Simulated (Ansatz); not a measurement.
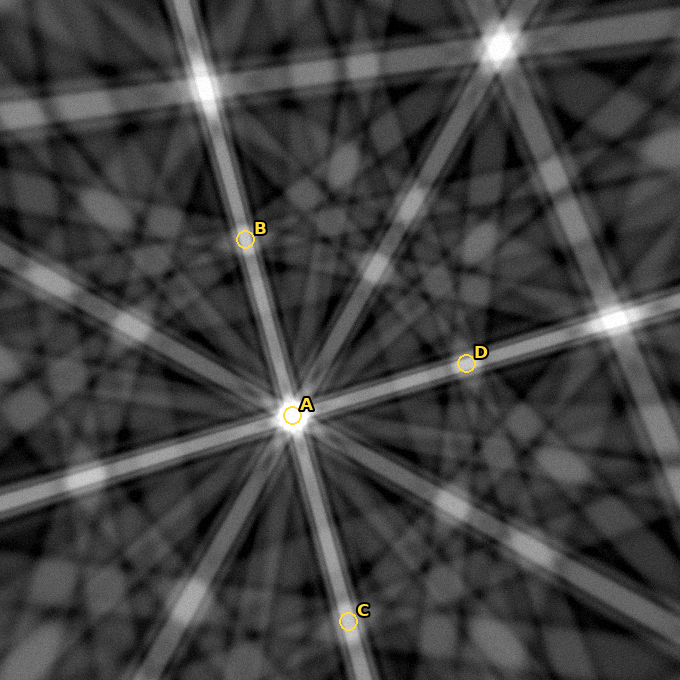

Simulated Kikuchi (electron backscatter) pattern at 10 kV: kinematic bands of width 2θ(Bragg) in gnomonic projection, seen from the camera side; the frame spans ±42° from its centre. Crystal: Be3SnN, space group Pm-3m (No. 221), a = 4.49 Å. Structure: the end point of a relaxation with Ansatz, DFT PBE, scalar-relativistic, plane waves, PAW; the starting structure was generated, so it need not be a known form of this composition.

Pole A is [001] and pole B is [102].

Q: Index the poles C and D.

A: C is [-102], 26.6° from A and 53.1° from B. D is [0-12], 26.6° from A and 36.9° from B.

Q: Which band joins A and B, and how wide is it?

A: It comes from the planes common to both zones. The strongest order is 0 2 0 with d = 2.245 Å, so the band is 2θ = 3.1° wide (λ = 0.1220 Å). Other orders of the same planes (0 1 0, 0 4 0) lie on the same centre line with other widths.
